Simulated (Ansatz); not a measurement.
# Li on Mo(110): change of the work function, part 2 of 4

How does Li on the hollow site change the work function of Mo(110) as the layer fills?

Ansatz 0.2.0; plane-wave DFT, PBE, Ansatz PAW.

So far, work function, upper face (eV): step 2 (the clean slab) 4.60.

## (3) The covered slab, k-mesh 4×4×1, coverage 0.111 ML

System of this step: Li/Mo(110). The cell holds 37 atoms: 36 Mo and 1 Li. Its edges and angles: a = 8.184 Å, b = 8.184 Å, c = 27.102 Å, α = 90.0°, β = 90.0°, γ = 70.5°. Vacuum lies along c.

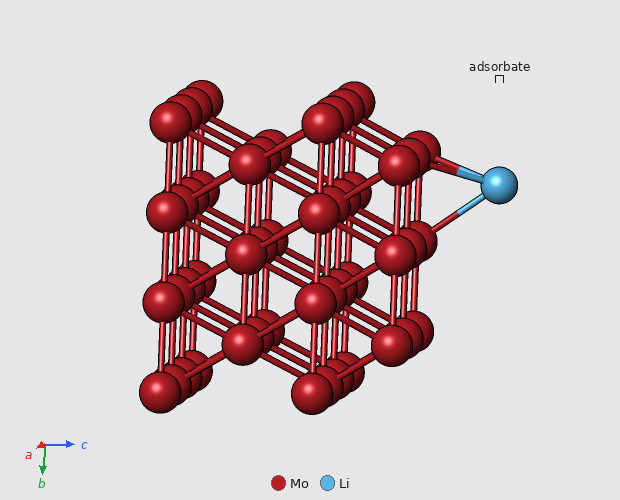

The cell of this step (molybdenum red, lithium blue). Some periodic images of atoms are drawn too.

The clean slab as it ended is repeated in the plane and the adsorbate is set on one face; the cell's size fixes the coverage, and the k-mesh shrinks with it to keep the sampling density about even. Adsorbate and upper layers relax, since the dipole depends on the height.

File input.yaml:

```yaml
crystal:
  lattice:
    - [6.6821590821, -4.725, 0.0]
    - [6.6821590821, 4.725, 0.0]
    - [0.0, 0.0, 27.1015886411]
  atoms:
    - { symbol: Mo, position: [0.0, 0.0, 0.3320838538] }
    - { symbol: Mo, position: [0.1666666667, 0.1666666667, 0.4142704145] }
    - { symbol: Mo, position: [0.0, 0.0, 0.4972773475] }
    - { symbol: Mo, position: [0.1666666667, 0.1666666667, 0.5764664966] }
    - { symbol: Mo, position: [0.0, 0.3333333333, 0.3320838538] }
    - { symbol: Mo, position: [0.1666666667, 0.5, 0.4142704145] }
    - { symbol: Mo, position: [0.0, 0.3333333333, 0.4972773475] }
    - { symbol: Mo, position: [0.1666666667, 0.5, 0.5764664966] }
    - { symbol: Mo, position: [0.0, 0.6666666667, 0.3320838538] }
    - { symbol: Mo, position: [0.1666666667, 0.8333333333, 0.4142704145] }
    - { symbol: Mo, position: [0.0, 0.6666666667, 0.4972773475] }
    - { symbol: Mo, position: [0.1666666667, 0.8333333333, 0.5764664966] }
    - { symbol: Mo, position: [0.3333333333, 0.0, 0.3320838538] }
    - { symbol: Mo, position: [0.5, 0.1666666667, 0.4142704145] }
    - { symbol: Mo, position: [0.3333333333, 0.0, 0.4972773475] }
    - { symbol: Mo, position: [0.5, 0.1666666667, 0.5764664966] }
    - { symbol: Mo, position: [0.3333333333, 0.3333333333, 0.3320838538] }
    - { symbol: Mo, position: [0.5, 0.5, 0.4142704145] }
    - { symbol: Mo, position: [0.3333333333, 0.3333333333, 0.4972773475] }
    - { symbol: Mo, position: [0.5, 0.5, 0.5764664966] }
    - { symbol: Mo, position: [0.3333333333, 0.6666666667, 0.3320838538] }
    - { symbol: Mo, position: [0.5, 0.8333333333, 0.4142704145] }
    - { symbol: Mo, position: [0.3333333333, 0.6666666667, 0.4972773475] }
    - { symbol: Mo, position: [0.5, 0.8333333333, 0.5764664966] }
    - { symbol: Mo, position: [0.6666666667, 0.0, 0.3320838538] }
    - { symbol: Mo, position: [0.8333333333, 0.1666666667, 0.4142704145] }
    - { symbol: Mo, position: [0.6666666667, 0.0, 0.4972773475] }
    - { symbol: Mo, position: [0.8333333333, 0.1666666667, 0.5764664966] }
    - { symbol: Mo, position: [0.6666666667, 0.3333333333, 0.3320838538] }
    - { symbol: Mo, position: [0.8333333333, 0.5, 0.4142704145] }
    - { symbol: Mo, position: [0.6666666667, 0.3333333333, 0.4972773475] }
    - { symbol: Mo, position: [0.8333333333, 0.5, 0.5764664966] }
    - { symbol: Mo, position: [0.6666666667, 0.6666666667, 0.3320838538] }
    - { symbol: Mo, position: [0.8333333333, 0.8333333333, 0.4142704145] }
    - { symbol: Mo, position: [0.6666666667, 0.6666666667, 0.4972773475] }
    - { symbol: Mo, position: [0.8333333333, 0.8333333333, 0.5764664966] }
    - { symbol: Li, position: [0.28, 0.28, 0.6679161462] }
kpoints:
  mp_grid: { grid: [4, 4, 1] }
hamiltonian:
  xc: pbe
scf:
  occupations: { method: fermi_dirac, width: 0.1 }
  convergence: { dr2_threshold: 1.0e-08 }
efield:
  axis: 3
  dipole_correction: true
  ramp_position: 0.97
  ramp_width: 0.06
relax:
  f_tol: 0.02
  max_steps: 60
  constraints:
    - { sites: [0, 1, 4, 5, 8, 9, 12, 13, 16, 17, 20, 21, 24, 25, 28, 29, 32, 33] }
output:
  write_potential: true
  write_density: true
  volumetric_format: npy
```

Started as:

```bash
$ ansatz run input.yaml --threads 4 --pin off --max-ram 16384MiB --backend cpu --events-out ev --progress --plain --runs-dir out
```

Numbers of over 12 decimals in the logs are rounded to 6 here.

Output:

```text
[...]
Crystal: 37 atoms, lattice volume = 1711.368 Å³
Basis set: ecut = 420 eV, 33491 PW (Γ), exchange–correlation on 120×120×384 points (8 copies of the dense FFT grid, shifted against one another)
Bands: 305, of which v1, the nominal top of the filled ones, is band 254 counted from 1 (253 counted from 0)
Symmetry: 2 space group operations
[...]
k-points: 7 of 16 (time reversal used)
[...]
SCF iter   1: F=—  HF=-178600.337426 eV  |F-HF|=—  |Δ(HF+E_count)|=         —  Δρ=3.47e-3  dr2=2.10e0  ethr=1.77e-3  p=0.625 e·Å  D=6.60e-2 V/Å  ΔV_dip=-1.79 eV  dr2_dipole=9.49e-1  V_vac-E_F(+/−)=3.10/4.89 eV  ⟨swp⟩=10.1  Hψ=11108  notcnv=0
[...]
SCF iter  10: F=-178600.307564 eV  HF=-178600.307564 eV  |F-HF|=8.35e-9  |Δ(HF+E_count)|=   4.00e-8  Δρ=2.58e-7  dr2=2.00e-9  ethr=1.97e-12  p=0.507 e·Å  D=5.36e-2 V/Å  ΔV_dip=-1.45 eV  dr2_dipole=7.94e-11  V_vac-E_F(+/−)=3.23/4.68 eV  ⟨swp⟩=11.4  Hψ=15787  notcnv=0
SCF 1 converged in 10 iterations: F = -178600.307564 eV  dr2 = 2.00e-9
[...]
relax step   1: F+E_penalty+E_count = -178600.30756426 eV  Δ(F+E_penalty+E_count) = +0.000e0 eV  max|allowed force component| = 2.170e-1 eV/Å  Δτ_max = 0.0000 Å  (10 SCF iters, accepted)
[...]
SCF iter  10: F=-178600.325669 eV  HF=-178600.325669 eV  |F-HF|=3.61e-9  |Δ(HF+E_count)|=   1.40e-8  Δρ=1.87e-7  dr2=1.54e-9  ethr=1.97e-12  p=0.443 e·Å  D=4.68e-2 V/Å  ΔV_dip=-1.27 eV  dr2_dipole=5.93e-11  V_vac-E_F(+/−)=3.41/4.68 eV  ⟨swp⟩=10.3  Hψ=13624  notcnv=0
SCF 2 converged in 10 iterations: F = -178600.325669 eV  dr2 = 1.54e-9
relax step   2: F+E_penalty+E_count = -178600.32566882 eV  Δ(F+E_penalty+E_count) = -1.810e-2 eV  max|allowed force component| = 1.988e-1 eV/Å  Δτ_max = 0.1926 Å  (10 SCF iters, accepted)
SCF iter   1: F=—  HF=-178600.351671 eV  |F-HF|=—  |Δ(HF+E_count)|=         —  Δρ=1.27e-3  dr2=3.25e-2  ethr=1.08e-4  p=0.443 e·Å  D=4.68e-2 V/Å  ΔV_dip=-1.27 eV  dr2_dipole=1.01e-3  V_vac-E_F(+/−)=3.41/4.68 eV  ⟨swp⟩=2.7  Hψ=3761  notcnv=0
[...]
SCF iter   9: F=-178600.351320 eV  HF=-178600.351320 eV  |F-HF|=4.60e-9  |Δ(HF+E_count)|=   1.16e-8  Δρ=2.15e-7  dr2=1.57e-9  ethr=1.97e-12  p=0.452 e·Å  D=4.77e-2 V/Å  ΔV_dip=-1.29 eV  dr2_dipole=1.84e-11  V_vac-E_F(+/−)=3.39/4.68 eV  ⟨swp⟩=10.9  Hψ=15121  notcnv=0
SCF 3 converged in 9 iterations: F = -178600.351320 eV  dr2 = 1.57e-9
relax step   3: F+E_penalty+E_count = -178600.35132048 eV  Δ(F+E_penalty+E_count) = -2.565e-2 eV  max|allowed force component| = 6.834e-2 eV/Å  Δτ_max = 0.0921 Å  (9 SCF iters, accepted)
[...]
relax step   4: F+E_penalty+E_count = -178600.36244020 eV  Δ(F+E_penalty+E_count) = -1.112e-2 eV  max|allowed force component| = 4.002e-2 eV/Å  Δτ_max = 0.1914 Å  (9 SCF iters, accepted)
[...]
relax step   5: F+E_penalty+E_count = -178600.36780165 eV  Δ(F+E_penalty+E_count) = -5.361e-3 eV  max|allowed force component| = 3.745e-2 eV/Å  Δτ_max = 0.2000 Å  (9 SCF iters, accepted)
[...]
relax step   6: F+E_penalty+E_count = -178600.36795815 eV  Δ(F+E_penalty+E_count) = -1.565e-4 eV  max|allowed force component| = 5.139e-2 eV/Å  Δτ_max = 0.0516 Å  (8 SCF iters, accepted)
SCF iter   1: F=—  HF=-178600.366276 eV  |F-HF|=—  |Δ(HF+E_count)|=         —  Δρ=3.35e-4  dr2=3.73e-3  ethr=3.27e-6  p=0.444 e·Å  D=4.70e-2 V/Å  ΔV_dip=-1.27 eV  dr2_dipole=1.90e-5  V_vac-E_F(+/−)=3.41/4.68 eV  ⟨swp⟩=2.6  Hψ=4328  notcnv=0
[...]
SCF iter   7: F=-178600.368854 eV  HF=-178600.368854 eV  |F-HF|=1.23e-8  |Δ(HF+E_count)|=   4.51e-8  Δρ=3.98e-7  dr2=5.49e-9  ethr=1.97e-12  p=0.445 e·Å  D=4.70e-2 V/Å  ΔV_dip=-1.27 eV  dr2_dipole=1.97e-12  V_vac-E_F(+/−)=3.40/4.68 eV  ⟨swp⟩=11.9  Hψ=15561  notcnv=0
SCF 7 converged in 7 iterations: F = -178600.368854 eV  dr2 = 5.49e-9
relax step   7: F+E_penalty+E_count = -178600.36885353 eV  Δ(F+E_penalty+E_count) = -8.954e-4 eV  max|allowed force component| = 4.644e-3 eV/Å  Δτ_max = 0.0221 Å  (7 SCF iters, accepted)
NSCF: frozen V_eff on 7 k-points
[...]
SCF converged after 7 iterations
Free energy (F): -178600.368854 eV
[...]
Internal energy: -178599.323569 eV  (E = F + TS)
E sigma→0 (E₀):  -178599.846211 eV
Entropy (-TS):   -1.045284 eV (-28.251 meV/atom)
Fermi energy:    4.356418 eV
Dipole field:    D = 0.047039 V/Å  (p = 0.444873 e·Å, saw-weighted, corrected)
Work function:   Φ+ = 3.4045 eV   Φ− = 4.6793 eV
[...]
--- Forces (eV/Å), atoms counted from 1 ---
  atom   1  Mo    -0.00361632    -0.00000000     0.49742409
  atom   2  Mo    -0.01082641    -0.00000000    -0.51022251
  atom   3  Mo     0.00158223     0.00000000     0.00216982
  atom   4  Mo     0.00183451     0.00000000    -0.00161698
  atom   5  Mo    -0.00560712    -0.00641395     0.50360091
  atom   6  Mo    -0.00021142    -0.00252132    -0.48552806
  atom   7  Mo     0.00056834    -0.00003745    -0.00034006
  atom   8  Mo     0.00034887    -0.00192206     0.00353413
  atom   9  Mo    -0.00018832    -0.01414682     0.50085938
  atom  10  Mo     0.00773462    -0.01098913    -0.50441584
  atom  11  Mo    -0.00028168    -0.00100486    -0.00067501
  atom  12  Mo    -0.00002552    -0.00034991    -0.00101109
  atom  13  Mo    -0.00560712     0.00641395     0.50360091
  atom  14  Mo    -0.00021142     0.00252132    -0.48552806
  atom  15  Mo     0.00056834     0.00003745    -0.00034006
  atom  16  Mo     0.00034887     0.00192206     0.00353413
  atom  17  Mo     0.00010749    -0.00000000     0.47576006
  atom  18  Mo     0.01003196     0.00000000    -0.51012363
  atom  19  Mo    -0.00076344     0.00000000     0.00026875
  atom  20  Mo    -0.00014370    -0.00000000    -0.00075000
  atom  21  Mo     0.00567887    -0.00635248     0.50377056
  atom  22  Mo    -0.00851650     0.01066694    -0.50314652
  atom  23  Mo    -0.00039517     0.00067005    -0.00032773
  atom  24  Mo    -0.00019664    -0.00031101    -0.00031106
  atom  25  Mo    -0.00018832     0.01414682     0.50085938
  atom  26  Mo     0.00773462     0.01098913    -0.50441584
  atom  27  Mo    -0.00028168     0.00100486    -0.00067501
  atom  28  Mo    -0.00002552     0.00034991    -0.00101109
  atom  29  Mo     0.00567887     0.00635248     0.50377056
  atom  30  Mo    -0.00851650    -0.01066694    -0.50314652
  atom  31  Mo    -0.00039517    -0.00067005    -0.00032773
  atom  32  Mo    -0.00019664     0.00031101    -0.00031106
  atom  33  Mo     0.00364930     0.00000000     0.49727464
  atom  34  Mo    -0.00062754    -0.00000000    -0.47985575
  atom  35  Mo    -0.00003988    -0.00000000     0.00091174
  atom  36  Mo    -0.00082848    -0.00000000     0.00137149
  atom  37  Li     0.00179298    -0.00000000    -0.00464369
  max |Σ_I F_I| component: 3.07e-5 eV/Å
--- Band table (eV; the first three rows and the last of 7) ---
  k-point 0: bands = [... 250 lower, 4.1491, 4.3113, 4.4625, 4.5028, 4.6922, 4.7108, 4.7387, 4.9490, ... 47 higher]
  k-point 1: bands = [... 250 lower, 4.2867, 4.3499, 4.5693, 4.5863, 4.6407, 4.6753, 4.7021, 4.7695, ... 47 higher]
  k-point 2: bands = [... 250 lower, 4.2228, 4.3087, 4.3366, 4.3804, 4.4539, 4.4567, 4.4950, 4.6588, ... 47 higher]
  k-point 6: bands = [... 250 lower, 3.9080, 3.9086, 3.9280, 3.9316, 4.0504, 4.0908, 4.1584, 4.1825, ... 47 higher]
--- Relaxed structure (7 steps of the walk, 7 accepted, 0 SCFs on fresh bases) ---
  F+E_penalty+E_count = -178600.36885353 eV   max|allowed force component| = 4.644e-3 eV/Å
  atoms:
    - { symbol: Mo, position: [0.0, 0.0, 0.332084] }
    - { symbol: Mo, position: [0.1666666667, 0.1666666667, 0.414270] }
    - { symbol: Mo, position: [0.000217311, 0.000217311, 0.497241] }
    - { symbol: Mo, position: [0.167267, 0.167267, 0.577346] }
    - { symbol: Mo, position: [0.0, 0.333333, 0.332084] }
    - { symbol: Mo, position: [0.166667, 0.5, 0.414270] }
    - { symbol: Mo, position: [-0.000829631, 0.333176, 0.497151] }
    - { symbol: Mo, position: [0.165992, 0.500655, 0.576034] }
    - { symbol: Mo, position: [-5.551115123125783e-17, 0.666667, 0.332084] }
    - { symbol: Mo, position: [0.166667, 0.8333333333, 0.414270] }
    - { symbol: Mo, position: [-0.00062227, 0.667280, 0.496810] }
    - { symbol: Mo, position: [0.167414, 0.832854, 0.577109] }
    - { symbol: Mo, position: [0.333333, 0.0, 0.332084] }
    - { symbol: Mo, position: [0.5, 0.166667, 0.414270] }
    - { symbol: Mo, position: [0.333176, -0.000829631, 0.497151] }
    - { symbol: Mo, position: [0.500655, 0.165992, 0.576034] }
    - { symbol: Mo, position: [0.333333, 0.333333, 0.332084] }
    - { symbol: Mo, position: [0.5, 0.5, 0.414270] }
    - { symbol: Mo, position: [0.333331, 0.333331, 0.496960] }
    - { symbol: Mo, position: [0.499316, 0.499316, 0.577370] }
    - { symbol: Mo, position: [0.3333333333, 0.666667, 0.332084] }
    - { symbol: Mo, position: [0.500000, 0.833333, 0.414270] }
    - { symbol: Mo, position: [0.333485, 0.667450, 0.497156] }
    - { symbol: Mo, position: [0.499190, 0.833810, 0.577098] }
    - { symbol: Mo, position: [0.666667, -5.551115123125783e-17, 0.332084] }
    - { symbol: Mo, position: [0.8333333333, 0.166667, 0.414270] }
    - { symbol: Mo, position: [0.667280, -0.00062227, 0.496810] }
    - { symbol: Mo, position: [0.832854, 0.167414, 0.577109] }
    - { symbol: Mo, position: [0.666667, 0.3333333333, 0.332084] }
    - { symbol: Mo, position: [0.833333, 0.500000, 0.414270] }
    - { symbol: Mo, position: [0.667450, 0.333485, 0.497156] }
    - { symbol: Mo, position: [0.833810, 0.499190, 0.577098] }
    - { symbol: Mo, position: [0.6666666667, 0.6666666667, 0.332084] }
    - { symbol: Mo, position: [0.8333333333, 0.8333333333, 0.414270] }
    - { symbol: Mo, position: [0.666418, 0.666418, 0.497248] }
    - { symbol: Mo, position: [0.833332, 0.833332, 0.576116] }
    - { symbol: Li, position: [0.332379, 0.332379, 0.663368] }
```

Wall time 22 min (4 threads of Arm Neoverse V1, shared host); peak memory 9.5 GiB.

Step by step:

```
step  energy less that of the first step (eV)  largest force component (eV/Å)
   1                                   0.0000                          0.2170
   2                                  -0.0181                          0.1988
   3                                  -0.0438                          0.0683
   4                                  -0.0549                          0.0400
   5                                  -0.0602                          0.0374
   6                                  -0.0604                          0.0514
   7                                  -0.0613                          0.0046
```

Forces are held to the 2 operations that the run works with; a distortion that breaks them can't arise in this run.

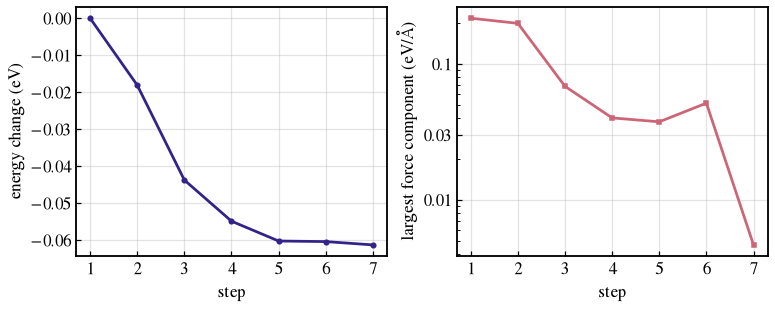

Energy and largest force along the relaxation.

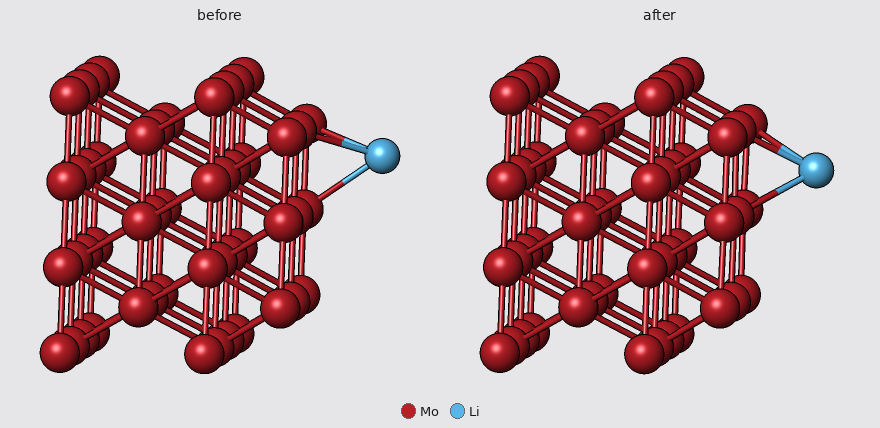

The structure before and after the relaxation, drawn at the same scale.

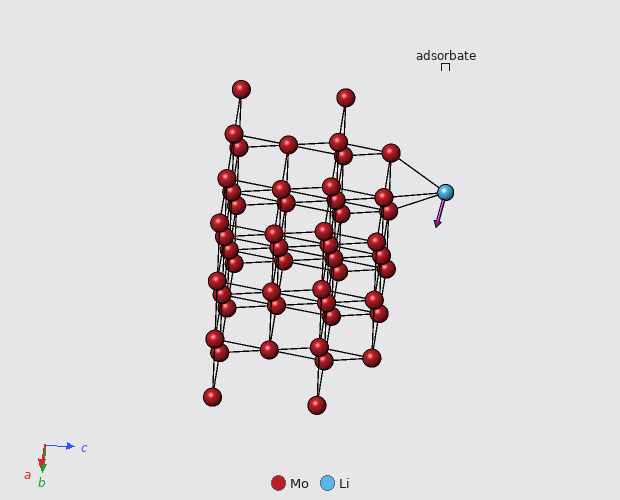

Displacements in the relaxation, exaggerated; the longest in the cell stands for 0.71 Å. Some periodic images of atoms are drawn too.

The atoms that moved most (Å):

```
atom      dx      dy      dz  length
Li37   0.700   0.000  -0.123   0.711
Mo20  -0.009   0.000   0.024   0.026
 Mo4   0.008   0.000   0.024   0.025
Mo28   0.002   0.006   0.017   0.018
Mo12   0.002  -0.006   0.017   0.018
Mo24  -0.002   0.006   0.017   0.018
Mo32  -0.002  -0.006   0.017   0.018
Mo11   0.000   0.006  -0.013   0.014
```

Final coordinates:

```cif
data_structure
_symmetry_space_group_name_H-M 'P 1'
_symmetry_Int_Tables_number 1
_cell_length_a 8.1839
_cell_length_b 8.1839
_cell_length_c 27.1016
_cell_angle_alpha 90.000
_cell_angle_beta 90.000
_cell_angle_gamma 70.529
_cell_volume 1711.37
loop_
_atom_site_label
_atom_site_type_symbol
_atom_site_fract_x
_atom_site_fract_y
_atom_site_fract_z
_atom_site_occupancy
Mo1 Mo 0.00000 0.00000 0.33208 1
Mo2 Mo 0.16667 0.16667 0.41427 1
Mo3 Mo 0.00022 0.00022 0.49724 1
Mo4 Mo 0.16727 0.16727 0.57735 1
Mo5 Mo 0.00000 0.33333 0.33208 1
Mo6 Mo 0.16667 0.50000 0.41427 1
Mo7 Mo 0.99917 0.33318 0.49715 1
Mo8 Mo 0.16599 0.50066 0.57603 1
Mo9 Mo 0.00000 0.66667 0.33208 1
Mo10 Mo 0.16667 0.83333 0.41427 1
Mo11 Mo 0.99938 0.66728 0.49681 1
Mo12 Mo 0.16741 0.83285 0.57711 1
Mo13 Mo 0.33333 0.00000 0.33208 1
Mo14 Mo 0.50000 0.16667 0.41427 1
Mo15 Mo 0.33318 0.99917 0.49715 1
Mo16 Mo 0.50066 0.16599 0.57603 1
Mo17 Mo 0.33333 0.33333 0.33208 1
Mo18 Mo 0.50000 0.50000 0.41427 1
Mo19 Mo 0.33333 0.33333 0.49696 1
Mo20 Mo 0.49932 0.49932 0.57737 1
Mo21 Mo 0.33333 0.66667 0.33208 1
Mo22 Mo 0.50000 0.83333 0.41427 1
Mo23 Mo 0.33349 0.66745 0.49716 1
Mo24 Mo 0.49919 0.83381 0.57710 1
Mo25 Mo 0.66667 0.00000 0.33208 1
Mo26 Mo 0.83333 0.16667 0.41427 1
Mo27 Mo 0.66728 0.99938 0.49681 1
Mo28 Mo 0.83285 0.16741 0.57711 1
Mo29 Mo 0.66667 0.33333 0.33208 1
Mo30 Mo 0.83333 0.50000 0.41427 1
Mo31 Mo 0.66745 0.33349 0.49716 1
Mo32 Mo 0.83381 0.49919 0.57710 1
Mo33 Mo 0.66667 0.66667 0.33208 1
Mo34 Mo 0.83333 0.83333 0.41427 1
Mo35 Mo 0.66642 0.66642 0.49725 1
Mo36 Mo 0.83333 0.83333 0.57612 1
Li37 Li 0.33238 0.33238 0.66337 1
```

Numbers from this step:

| Item | Value |
| --- | --- |
| energy at zero smearing | -178599.8462 eV |
| work function, upper face | 3.405 eV |
| work function, lower face | 4.679 eV |
| dipole along the normal | 0.4449 e·Å |
| step between the vacuum levels | -1.275 eV |

Running mean over 2.227 Å of the planar mean; the ramp of the sawtooth is left out. The electron's electrostatic potential energy less the Fermi level by z:

```
z (Å)  electron's electrostatic potential energy less the Fermi level (eV)
    4                                                                 4.68
    6                                                                 4.54
    8                                                                -5.99
   10                                                                -12.7
   12                                                                -12.8
   14                                                                -13.3
   16                                                                -11.5
   18                                                                 2.94
   20                                                                 3.38
   22                                                                 3.40
```

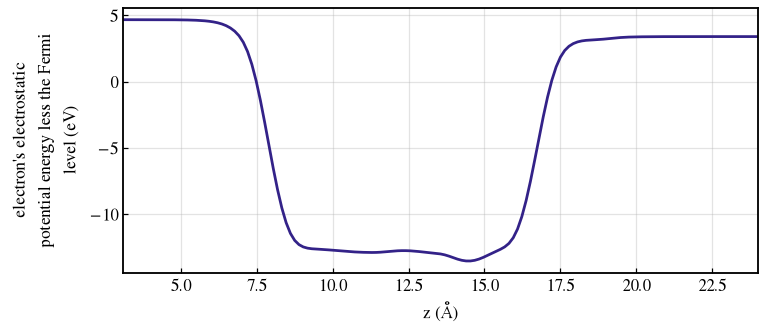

Electron's electrostatic potential energy less the Fermi level against z.

The relaxation took 7 steps and lowered the energy by 0.061 eV; the largest force on the free atoms ends at 0.0046 eV/Å.

The covered face has 3.40 eV, -1.19 eV against the clean one; the bare back face has moved by -0.02 eV, a measure of how thin the slab is.

(Continued in part 3 of 4.)

[Logs are printed without paths, hosts, clocks, repeated set-up lines and the standing remarks that a program may print on its own settings, such as how far it seeks lower states.]

[Hosts, paths, dates, database ids (printed as entryN), source tags and the programs' standing remarks are cut or masked in the printed files.]

[Maps of the electrostatic potential energy from Ansatz leave out the sawtooth potential of an applied field or a dipole correction, so their vacuum need not be flat; planar profiles and work functions include it.]
